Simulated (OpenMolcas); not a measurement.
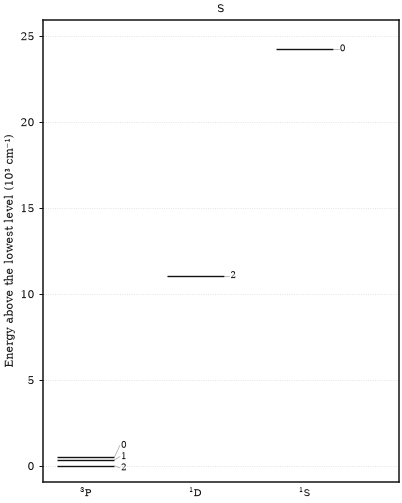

Figure 1. Level diagram of S I (neutral sulfur). The lowest level is 3p⁴ ³P₂. The first excited level, 3p⁴ ³P₁, lies at 342 cm⁻¹. The ground term spreads over 501 cm⁻¹ in the order J = 2, 1, 0, an inverted multiplet. All levels drawn have even parity, so no electric dipole line joins them. The leading LS term holds 100 % of a level on average. The ground level has g = 1.501. Spin-orbit coupling puts the ground level 173 cm⁻¹ below the lowest spin-free term.

| Configuration | Level | E (cm⁻¹) | LS purity (%) |
| --- | --- | --- | --- |
| 3p⁴ | ³P₂ | 0 | 100 |
| 3p⁴ | ³P₁ | 342 | 100 |
| 3p⁴ | ³P₀ | 501 | 100 |
| 3p⁴ | ¹D₂ | 11,060 | 100 |
| 3p⁴ | ¹S₀ | 24,250 | 100 |

# Run report: S, multiconfigurational calculation

System: S.
Method: state-averaged RASSCF, active space 6 electrons in the shells 3s 3p 3d; RAS3 3d with at most 2 electrons, basis ANO-R1, X2C scalar Hamiltonian, spin-orbit coupling by RASSI with atomic mean-field integrals (OpenMolcas).

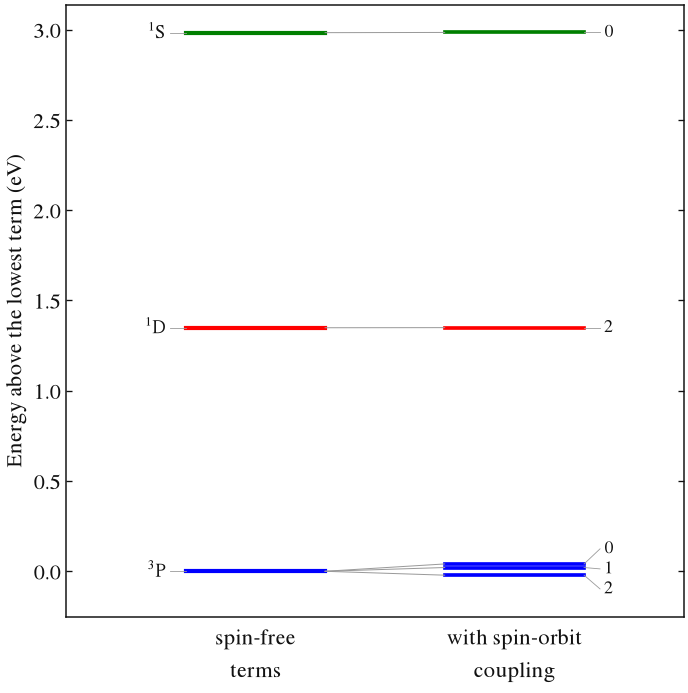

Figure 2. Terms of neutral sulfur without and with spin-orbit coupling; numbers at the right are J. ³P (at 0) splits over 0.0621 eV into J = 2, 1, 0 from the bottom up (inverted); ¹D (at 1.35 eV) gives the one level J = 2; ¹S (at 2.98 eV) gives the one level J = 0. The ground level lies 0.0215 eV below the lowest term.

Input and output of the run follow.

## The input
```
&GATEWAY
Coord
1

S 0.0 0.0 0.0
Basis=ANO-R1
Group=XYZ
NoMove
AngMom=0.0 0.0 0.0
AMFI
&SEWARD
&RASSCF
FileOrb=start.orb
Symmetry=1
Spin=3
nActEl=6 0 0
Inactive=2 3
Ras2=1 3
CIRoot=3 3 1
SDav=3
CIMx=300
Iter=120 100
PrWF=0.3
OrbListing=Nothing
MaxOrb=0
Atom
>>> COPY $Project.JobIph JOBPRE
&RASSCF
FileOrb=start.orb
Symmetry=1
Spin=3
nActEl=6 0 2
Inactive=2 3
Ras2=1 3
Ras3=5 0
CIRoot=3 3 1
SDav=333
CIMx=300
Iter=120 100
PrWF=0.3
OrbListing=Nothing
MaxOrb=0
Thrs=2.0e-7 1.0e-1 5.0e-4
Atom
>>> COPY $Project.JobIph JOB001
&RASSCF
FileOrb=start.orb
Symmetry=1
Spin=1
nActEl=6 0 2
Inactive=2 3
Ras2=1 3
Ras3=5 0
CIRoot=6 6 1
SDav=292
CIMx=300
Iter=120 100
PrWF=0.3
OrbListing=Nothing
MaxOrb=0
Thrs=2.0e-7 1.0e-1 5.0e-4
Atom
>>> COPY $Project.JobIph JOB002
&RASSI
NrOfJobIphs=2 3 6
1 2 3
1 2 3 4 5 6
IphNames
JOB001
JOB002
EJob
SpinOrbit
DIPRint=1.0
SOCoupling=1000.0
Subsets=2
MEES
Property=10
'ANGMOM' 1 'ANGMOM' 2 'ANGMOM' 3 'MLTPL  1' 1 'MLTPL  1' 2 'MLTPL  1' 3
'AMFI' 1 'AMFI' 2 'AMFI' 3 'MLTPL  2' 6
SOProperty=3
'ANGMOM' 1 'ANGMOM' 2 'ANGMOM' 3
```

The file start.orb holds starting orbitals from an earlier step. A driver script formed the levels outside the program, from RASSI's spin-orbit matrix and the active-space energies, averaged over the components of each term or state.

Command:
```bash
OMP_NUM_THREADS=1 MOLCAS_MEM=2252 MOLCAS_PROJECT=a pymolcas a.inp > a.log  # once for each step of the input, in one work folder
```

## The program's output (extracts)
```
--- SEWARD ---
Basis set label: S.ANO-R...4S3P1D.

      Electronic valence basis set:
      ------------------
      Associated Effective Charge  16.000000 au
      Associated Actual Charge     16.000000 au
      Nuclear Model: Finite nucleus - Gaussian distribution
        Gaussian exponent, Xi/bohr**(-2):  4.04080E+08

      Shell  nPrim  nBasis  Cartesian Spherical Contaminant
         s      17       4        X
         p      11       3        X
         d       7       1                 X
                  Relativistic X2C integrals
                  Atomic mean-field integrals
--- RASSCF ---
Wave function specifications:
      -----------------------------

      Number of closed shell electrons          10
      Number of electrons in active shells       6
      Max number of holes in RAS1 space          0
      Max nr of electrons in RAS3 space          2
      Number of inactive orbitals                5
      Number of active orbitals                  9
      Number of secondary orbitals               4
      Spin quantum number                      1.0
      State symmetry                             1
Orbital specifications:
      -----------------------

      Symmetry species                           1   2
                                                ag  au
      Frozen orbitals                            0   0
      Inactive orbitals                          2   3
      Active orbitals                            6   3
      RAS1 orbitals                              0   0
      RAS2 orbitals                              1   3
      RAS3 orbitals                              5   0
      Secondary orbitals                         1   3
      Deleted orbitals                           0   0
      Number of basis functions                  9   9
      Number of CSFs                           333
      Number of root(s) required                 3
      Iter CI   SX   CI       RASSCF       Energy    max ROT     max BLB   max BLB  Level Ln srch  Step   QN
          iter iter root      energy       change     param      element    value   shift minimum  type update
 Nr of preliminary CI iterations:   1
        1   1    3    0  -398.67161190    0.00E+00  -7.60E-07    3   9 1 -1.43E-06   0.00   0.00    SX    NO
        2   1    2    0  -398.67161190   -1.42E-12  -1.38E-07    3   9 1 -2.59E-07   0.00   0.00    SX    NO
        3   1    1    0  -398.67161190    2.84E-13   0.00E+00    3   9 1 -4.07E-08   0.00   0.00    SX    NO
        4   1    1    0  -398.67161190   -2.84E-13   0.00E+00    3   9 1 -4.07E-08   0.00   0.00    SX    NO
      Convergence after  4 iterations
        5   1    1    0  -398.67161190   -1.71E-13   0.00E+00    3   9 1 -4.07E-08   0.00   0.00    SX    NO
      Natural orbitals and occupation numbers for root  1
      sym 1:   1.968078   0.013433   0.013433   0.018173   0.017053   0.017053
      sym 2:   0.996036   1.960704   0.996036
      Natural orbitals and occupation numbers for root  2
      sym 1:   1.968078   0.018173   0.017053   0.013433   0.013433   0.017053
      sym 2:   1.960704   0.996036   0.996036
      Natural orbitals and occupation numbers for root  3
      sym 1:   1.968078   0.013433   0.017053   0.018173   0.013433   0.017053
      sym 2:   0.996036   0.996036   1.960704
::    RASSCF root number  1 Total energy:   -398.67161190
::    RASSCF root number  2 Total energy:   -398.67161190
::    RASSCF root number  3 Total energy:   -398.67161190
--- RASSCF ---
Wave function specifications:
      -----------------------------

      Number of closed shell electrons          10
      Number of electrons in active shells       6
      Max number of holes in RAS1 space          0
      Max nr of electrons in RAS3 space          2
      Number of inactive orbitals                5
      Number of active orbitals                  9
      Number of secondary orbitals               4
      Spin quantum number                      0.0
      State symmetry                             1
Orbital specifications:
      -----------------------

      Symmetry species                           1   2
                                                ag  au
      Frozen orbitals                            0   0
      Inactive orbitals                          2   3
      Active orbitals                            6   3
      RAS1 orbitals                              0   0
      RAS2 orbitals                              1   3
      RAS3 orbitals                              5   0
      Secondary orbitals                         1   3
      Deleted orbitals                           0   0
      Number of basis functions                  9   9
      Number of CSFs                           292
      Number of root(s) required                 6
      Iter CI   SX   CI       RASSCF       Energy    max ROT     max BLB   max BLB  Level Ln srch  Step   QN
          iter iter root      energy       change     param      element    value   shift minimum  type update
 Nr of preliminary CI iterations:   1
        1   1    4    0  -398.61189480    0.00E+00   5.87E-03    6   8 2  6.76E-03*  0.00   0.00    SX    NO
        2   1    4    0  -398.61201984   -1.25E-04* -1.13E-03    3   9 1  1.54E-03*  0.00   0.00    SX    NO
        3   1    4    0  -398.61202537   -5.53E-06* -2.81E-04    6   8 2  3.24E-04   0.00   0.00    SX    NO
        4   1    3    0  -398.61202565   -2.75E-07* -5.98E-05    6   8 2 -6.90E-05   0.00   0.00    SX    NO
        5   1    3    0  -398.61202566   -1.39E-08  -1.15E-05    6   8 2  1.64E-05   0.00   0.82    QN   YES
      Convergence after  5 iterations
        6   1    3    0  -398.61202566   -7.47E-10  -1.15E-05    3   9 1  8.36E-07   0.00   0.82    QN   YES
      Natural orbitals and occupation numbers for root  1
      sym 1:   1.965864   0.023528   0.007561   0.016723   0.018631   0.018369
      sym 2:   0.969859   1.959390   1.020076
      Natural orbitals and occupation numbers for root  2
      sym 1:   1.965864   0.016730   0.023472   0.017985   0.019071   0.007553
      sym 2:   0.896143   1.948704   1.104479
      Natural orbitals and occupation numbers for root  3
      sym 1:   1.965864   0.018260   0.023519   0.007560   0.016724   0.018748
      sym 2:   0.949011   1.042541   1.957774
::    RASSCF root number  1 Total energy:   -398.62203673
::    RASSCF root number  2 Total energy:   -398.62203673
::    RASSCF root number  3 Total energy:   -398.62203673
::    RASSCF root number  4 Total energy:   -398.62203673
::    RASSCF root number  5 Total energy:   -398.62203673
::    RASSCF root number  6 Total energy:   -398.56197035
--- RASSI ---
SPIN-FREE ENERGIES:
  (Shifted by EMIN (a.u.) =       -398.6716119004)

 SF State       Relative EMIN(au)   Rel lowest level(eV)    D:o, cm**(-1)      L_eff

     1             0.0000000000        0.0000000000              0.0000         1.0
     2             0.0000000000        0.0000000000              0.0000         1.0
     3             0.0000000000        0.0000000000              0.0000         1.0
     4             0.0495751726        1.3490091708          10880.4927         2.0
     5             0.0495751726        1.3490091708          10880.4927         2.0
     6             0.0495751726        1.3490091708          10880.4927         2.0
     7             0.0495751726        1.3490091708          10880.4927         2.0
     8             0.0495751726        1.3490091708          10880.4927         2.0
     9             0.1096415550        2.9834987024          24063.5399         0.0
     Dipole printing threshold changed to   1.00000000E+00
Eigenvalues of complex Hamiltonian:
   -----------------------------------
  (Shifted by EMIN (a.u.) =       -398.6716119004)

 SO State       Relative EMIN(au)   Rel lowest level(eV)    D:o, cm**(-1)     J-value

     1            -0.0007901909        0.0000000000              0.0000         1.2
     2            -0.0007901909        0.0000000000              0.0000         1.4
     3            -0.0007901909        0.0000000000              0.0000         1.6
     4            -0.0007901909        0.0000000000              0.0000         1.8
     5            -0.0007901909        0.0000000000              0.0000         1.8
     6             0.0007670640        0.0423750648            341.7779         1.0
     7             0.0007670640        0.0423750648            341.7779         0.6
     8             0.0007670640        0.0423750648            341.7779         0.6
     9             0.0014926335        0.0621188160            501.0220         0.0
    10             0.0495982995        1.3711406743          11058.9954         1.5
    11             0.0495982995        1.3711406743          11058.9954         1.7
    12             0.0495982995        1.3711406743          11058.9954         1.8
    13             0.0495982995        1.3711406743          11058.9954         1.6
    14             0.0495982995        1.3711406743          11058.9954         1.3
    15             0.1096830496        3.0061300161          24246.0737         0.0
Weights of the five most important spin-orbit-free states for each spin-orbit state.

 SO State  Total energy (au)           Spin-free states, spin, and weights
 -------------------------------------------------------------------------------------------------------
    1        -0.000790       3 1.0  0.5891    2 1.0  0.3109    1 1.0  0.0995    8 0.0  0.0002    4 0.0  0.0002
    2        -0.000790       3 1.0  0.4376    1 1.0  0.2864    2 1.0  0.2754    5 0.0  0.0002    7 0.0  0.0002
    3        -0.000790       3 1.0  0.4394    1 1.0  0.3243    2 1.0  0.2358    8 0.0  0.0002    6 0.0  0.0001
    4        -0.000790       1 1.0  0.4721    2 1.0  0.4271    3 1.0  0.1003    5 0.0  0.0002    7 0.0  0.0001
    5        -0.000790       1 1.0  0.4835    2 1.0  0.4166    3 1.0  0.0994    6 0.0  0.0003    7 0.0  0.0001
    6         0.000767       3 1.0  0.4886    2 1.0  0.4527    1 1.0  0.0587    9 0.0  0.0000    7 0.0  0.0000
    7         0.000767       3 1.0  0.4957    1 1.0  0.4529    2 1.0  0.0513    8 0.0  0.0000    9 0.0  0.0000
    8         0.000767       2 1.0  0.4960    1 1.0  0.4884    3 1.0  0.0156    5 0.0  0.0000    7 0.0  0.0000
    9         0.001493       1 1.0  0.3332    3 1.0  0.3332    2 1.0  0.3332    9 0.0  0.0004    7 0.0  0.0000
   10         0.049598       8 0.0  0.9995    3 1.0  0.0003    1 1.0  0.0001    2 1.0  0.0000    6 0.0  0.0000
   11         0.049598       7 0.0  0.9995    1 1.0  0.0002    3 1.0  0.0002    2 1.0  0.0000    4 0.0  0.0000
   12         0.049598       6 0.0  0.9995    2 1.0  0.0002    1 1.0  0.0002    3 1.0  0.0000    8 0.0  0.0000
```

## Key numbers

```
                                 quantity                              value
                                  outcome                          converged
                             lowest level                            3p⁴ ³P₂
                      first excited level  3p⁴ ³P₁, 342 cm⁻¹ (measured: 396)
      energy of the lowest spin-free term                 −398.67161 hartree
    energy of the lowest spin-orbit level                 −398.67240 hartree
largest spread among components of a term                           0.0 cm⁻¹
                                 hardware          1 CPU thread, shared host
                                wall time                               19 s
```

## Remarks

Without dynamic correlation the gaps between configurations can be off by an electronvolt or more. Caveats: extra active shells serve correlation only, their own levels not computed; only configurations of the active space are included.
